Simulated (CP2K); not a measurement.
# PM3 run of C2H6ClGeN (SMILES [H]/N=[C](/Cl)[GeH2][CH3])

What is the energy difference between two shapes of C2H6ClGeN at PM3? 

Program for the calculation: CP2K 2026.2.

3 further runs of the same task are left out: 1 that didn't finish, 2 set aside as unsound or not needed.

**1. The molecule**

The species is C2H6ClGeN (11 atoms), meant as a singlet with charge 0. SMILES: `[H]/N=[C](/Cl)[GeH2][CH3]`. The shape comes from a force field and isn't a relaxed structure. This is one conformer, not always the lowest.

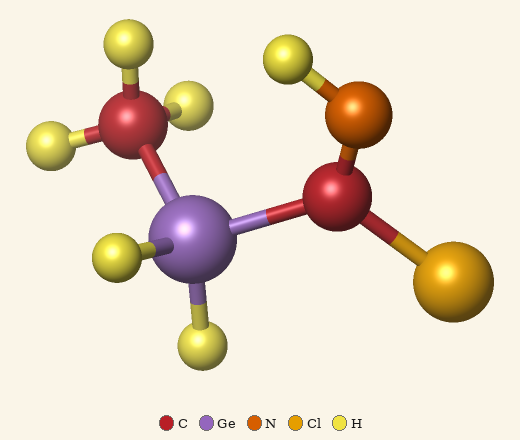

The structure, seen from a chosen angle (carbon red, germanium purple, nitrogen orange, chlorine amber, hydrogen yellow).

**2. Energy and forces at PM3**

Contents of molecule.inp:

```
&GLOBAL
    PROJECT_NAME molecule
    RUN_TYPE ENERGY_FORCE
    PRINT_LEVEL MEDIUM
&END GLOBAL
&FORCE_EVAL
    METHOD QUICKSTEP
    &DFT
        &QS
            METHOD PM3
            EPS_DEFAULT 1.0E-10
            &SE
                &COULOMB
                    CUTOFF [angstrom] 50
                    RC_RANGE [angstrom] 0
                &END COULOMB
                &EXCHANGE
                    CUTOFF [angstrom] 50
                    RC_RANGE [angstrom] 0
                &END EXCHANGE
            &END SE
        &END QS
        &POISSON
            PERIODIC NONE
            POISSON_SOLVER ANALYTIC
        &END POISSON
        &SCF
            SCF_GUESS ATOMIC
            EPS_SCF 1.0E-07
            MAX_SCF 80
            ADDED_MOS 4
            &DIAGONALIZATION
                ALGORITHM STANDARD
            &END DIAGONALIZATION
            &MIXING
                METHOD DIRECT_P_MIXING
                ALPHA 0.4
            &END MIXING
        &END SCF
        &PRINT
            &MOMENTS
                PERIODIC F
                REFERENCE COM
                MAX_MOMENT 1
            &END MOMENTS
            &MO ON
                ENERGIES T
                OCCUPATION_NUMBERS T
                NDIGITS 6
                &EACH
                    QS_SCF 0
                &END EACH
                ADD_LAST NUMERIC
            &END MO
            &HIRSHFELD OFF
            &END HIRSHFELD
        &END PRINT
    &END DFT
    &SUBSYS
        &CELL
            ABC 12.8 11.3 12
            PERIODIC NONE
        &END CELL
        &COORD
            UNIT bohr
            C     -2.4904701     0.2861045    -1.5690396
            Ge     0.6066021    -1.2808564    -0.8354479
            C      2.3706614     0.6993876     1.5960627
            N      1.6283770     1.1436623     3.8062864
            Cl     5.4159551     1.9084344     0.8171176
            H     -2.2149480     2.3190719    -2.3555436
            H     -3.6717379     0.5253439     0.1687525
            H     -3.5562756    -0.7260328    -3.0258295
            H      2.2075781    -1.4620811    -3.2064873
            H      0.1060136    -3.9457481     0.2923406
            H     -0.2781677     0.4251884     4.3510944
        &END COORD
        &TOPOLOGY
            &CENTER_COORDINATES
            &END CENTER_COORDINATES
        &END TOPOLOGY
    &END SUBSYS
    &PRINT
        &FORCES ON
        &END FORCES
    &END PRINT
&END FORCE_EVAL
```

Command:

```bash
$ OMP_NUM_THREADS=1 cp2k.psmp -i molecule.inp > molecule.out 2>&1
```

Standard output:

```text
CP2K| version string:                                       CP2K version 2026.2
[...]
 GLOBAL| Method name                                                        CP2K
[...]
 GLOBAL| Run type                                                   ENERGY_FORCE
[...]
                             - Atoms:                                         11
[...]
                             - Spherical basis functions:                     26
[...]
 Number of electrons:                                                         30
[...]
     1 P_Mix/Diag. 0.40E+00    0.0     0.81216348       -26.4088546143 -2.64E+01
[...]
    25 DIIS/Diag.  0.49E-07    0.0     0.00000007       -32.8770702202  7.11E-15
  *** SCF run converged in    25 steps ***
  Core-core repulsion energy [eV]:                           1912.61855195980456
  Core Hamiltonian energy [eV]:                             -1345.21743336432633
  Two-electron integral energy [eV]:                        -2924.06339287081437
  Electronic energy [eV]:                                   -2807.24912979973351
  Total energy [eV]:                                         -894.63057783992895
  Atomic reference energy [eV]:                               896.13956044815143
  Heat of formation [kcal/mol]:                                34.79796837145630
[...]
 SE_DIPOLE| Moment [Debye]          2.38116640       1.37923985       1.22949011
 SE_DIPOLE| Derivative [a.u.]       0.00000000       0.00000000       0.00000000
 ENERGY| Total FORCE_EVAL ( QS ) energy [hartree]            -32.877070220167333
 FORCES| Atomic forces [hartree/bohr]
 FORCES|   Atom     x               y               z               |f|
 FORCES|      1 -2.69336323E-02  4.73306790E-02 -8.63041565E-03   5.51370819E-02
 FORCES|      2  1.90408584E-02 -1.74037040E-02  3.35000083E-03   2.60127989E-02
 FORCES|      3  2.35740192E-02  1.07607454E-03 -1.17946716E-02   2.63819369E-02
 FORCES|      4 -7.18278702E-02 -1.77470623E-02  3.63323327E-02   8.24271773E-02
 FORCES|      5 -1.45449681E-02 -6.04693735E-03  1.18857145E-03   1.57966532E-02
 FORCES|      6 -2.90693201E-03 -3.48393335E-02  1.34572706E-02   3.74610137E-02
 FORCES|      7  7.72960025E-03 -4.11133440E-03 -1.53699977E-02   1.76886014E-02
 FORCES|      8 -6.33268911E-04  1.13071262E-03  4.87515447E-03   5.04446942E-03
 FORCES|      9 -1.33978091E-03 -2.62873575E-03  2.45065164E-04   2.96062856E-03
 FORCES|     10  3.14401077E-03  9.54569326E-03 -5.43975835E-03   1.14278622E-02
 FORCES|     11  6.46979639E-02  2.36939480E-02 -1.82135520E-02   7.12668449E-02
 FORCES| Sum    -9.71445147E-17 -1.11022302E-16  8.43075609E-16
 FORCES| Total atomic force                                       8.55885209E-16
[...]
```

Run time: 0.22 s. Hardware: 1 thread of Arm Neoverse V2, shared host.

**3. The distorted shape at the same level**

Contents of gas.inp:

```
&FORCE_EVAL
   METHOD Quickstep
   &DFT
      CHARGE 0
      MULTIPLICITY 1
      # Quickstep
      &QS
         METHOD PM3
         EPS_DEFAULT 1.0E-10
         &SE
            &COULOMB
               CUTOFF [angstrom] 50
               RC_RANGE [angstrom] 0
            &END COULOMB
            &EXCHANGE
               CUTOFF [angstrom] 50
               RC_RANGE [angstrom] 0
            &END EXCHANGE
         &END SE
      &END QS
      # no periodic images
      &POISSON
         PERIODIC NONE
         POISSON_SOLVER ANALYTIC
      &END POISSON
      # SCF settings
      &SCF
         SCF_GUESS ATOMIC
         EPS_SCF 1.0E-07
         MAX_SCF 80
         ADDED_MOS 4
         &DIAGONALIZATION
            ALGORITHM STANDARD
         &END DIAGONALIZATION
         &MIXING
            METHOD DIRECT_P_MIXING
            ALPHA 0.4
         &END MIXING
      &END SCF
      # extra output
      &PRINT
         &MOMENTS
            PERIODIC F
            REFERENCE COM
            MAX_MOMENT 1
         &END MOMENTS
         &MO ON
            ENERGIES T
            OCCUPATION_NUMBERS T
            NDIGITS 6
            &EACH
               QS_SCF 0
            &END EACH
            ADD_LAST NUMERIC
         &END MO
         &HIRSHFELD OFF
         &END HIRSHFELD
      &END PRINT
   &END DFT
   &SUBSYS
      &CELL
         ABC [angstrom] 12.8 11.4 12
         PERIODIC NONE
      &END CELL
      &COORD
         UNIT bohr
         C     -2.5429289     0.2833304    -1.5074326
         Ge     0.6093592    -1.2548216    -0.8152260
         C      2.4479512     0.6495801     1.5606813
         N      1.5365798     1.1765718     3.8253518
         Cl     5.4881162     1.8029083     0.8810451
         H     -2.2822884     2.2820597    -2.2846600
         H     -3.4722962     0.5791633     0.1819806
         H     -3.6169037    -0.6787537    -3.0300606
         H      2.1142653    -1.4388507    -3.1775858
         H      0.1040748    -4.0541542     0.0506636
         H     -0.3766867     0.5017034     4.3230906
      &END COORD
      &TOPOLOGY
         &CENTER_COORDINATES
         &END CENTER_COORDINATES
      &END TOPOLOGY
   &END SUBSYS
   # extra output
   &PRINT
      &FORCES ON
      &END FORCES
   &END PRINT
&END FORCE_EVAL

&GLOBAL
   PROJECT gas
   RUN_TYPE ENERGY_FORCE
   PRINT_LEVEL MEDIUM
&END GLOBAL
```

Command:

```bash
$ OMP_NUM_THREADS=1 cp2k.psmp -i gas.inp > gas.out 2>&1
```

Standard output:

```text
CP2K| version string:                                       CP2K version 2026.2
[...]
 GLOBAL| Method name                                                        CP2K
[...]
 GLOBAL| Run type                                                   ENERGY_FORCE
[...]
                             - Atoms:                                         11
[...]
                             - Spherical basis functions:                     26
[...]
 Number of electrons:                                                         30
[...]
     1 P_Mix/Diag. 0.40E+00    0.0     0.81657212       -26.4254111852 -2.64E+01
[...]
    25 DIIS/Diag.  0.51E-07    0.0     0.00000009       -32.8716789136 -2.13E-14
  *** SCF run converged in    25 steps ***
  Core-core repulsion energy [eV]:                           1908.50640703666227
  Core Hamiltonian energy [eV]:                             -1343.89221873840734
  Two-electron integral energy [eV]:                        -2918.19612245084227
  Electronic energy [eV]:                                   -2802.99027996382847
  Total energy [eV]:                                         -894.48387292716620
  Atomic reference energy [eV]:                               896.13956044815143
  Heat of formation [kcal/mol]:                                38.18106429743840
[...]
 SE_DIPOLE| Moment [Debye]          2.14385879       1.32700512       1.46362159
 SE_DIPOLE| Derivative [a.u.]       0.00000000       0.00000000       0.00000000
 ENERGY| Total FORCE_EVAL ( QS ) energy [hartree]            -32.871678913590003
 FORCES| Atomic forces [hartree/bohr]
 FORCES|   Atom     x               y               z               |f|
 FORCES|      1  6.38310032E-03  3.42442295E-02 -5.86617545E-02   6.82247218E-02
 FORCES|      2  1.35013701E-02 -2.76385516E-02  2.01304445E-04   3.07606413E-02
 FORCES|      3 -1.41892315E-02  2.10879102E-02  7.37721553E-02   7.80279767E-02
 FORCES|      4 -2.82089407E-02 -3.08993504E-02 -4.62335970E-02   6.23543077E-02
 FORCES|      5 -1.89962743E-02 -7.21091968E-03  4.17805803E-03   2.07439622E-02
 FORCES|      6  1.39617075E-03 -2.27489049E-02  6.33289723E-03   2.36551803E-02
 FORCES|      7 -3.21066326E-02 -1.18586087E-03  3.58985191E-02   4.81761953E-02
 FORCES|      8  2.16559262E-03  1.18518439E-03  1.56639286E-02   1.58572732E-02
 FORCES|      9  3.55685984E-03 -1.90402029E-03 -7.77947832E-03   8.76337995E-03
 FORCES|     10  3.75793577E-03  1.51758354E-02 -2.63337827E-03   1.58544235E-02
 FORCES|     11  6.27400497E-02  1.98944483E-02 -2.07386546E-02   6.90086567E-02
 FORCES| Sum     1.38777878E-15 -2.42861287E-16  2.98372438E-16
 FORCES| Total atomic force                                       1.44011724E-15
[...]
```

It took 0.22 s on 1 thread of Arm Neoverse V2, shared host.

**4. Results**

At PM3:

```
                                                  quantity          value
                                 first shape: total energy   -32.87707 Eh
                                first shape: dipole moment         3.01 D
                                  first shape: HOMO energy       -9.70 eV
                                  first shape: LUMO energy       -0.88 eV
                                first shape: HOMO–LUMO gap        8.82 eV
    first shape: heat of formation at this unrelaxed shape  34.8 kcal/mol
                     first shape: largest force on an atom     4.239 eV/Å
                             distorted shape: total energy   -32.87168 Eh
                            distorted shape: dipole moment         2.92 D
                              distorted shape: HOMO energy       -9.75 eV
                              distorted shape: LUMO energy       -0.79 eV
                            distorted shape: HOMO–LUMO gap        8.97 eV
distorted shape: heat of formation at this unrelaxed shape  38.2 kcal/mol
                 distorted shape: largest force on an atom     4.012 eV/Å
                    energy change with the atoms displaced       0.147 eV
```

With the atoms displaced the energy rises by 0.15 eV (14.2 kJ/mol). The first shape isn't relaxed at this level, so the change isn't measured from a minimum. The largest force (first shape) is 4.24 eV/Å: the shape isn't a stationary point for this species at this level.
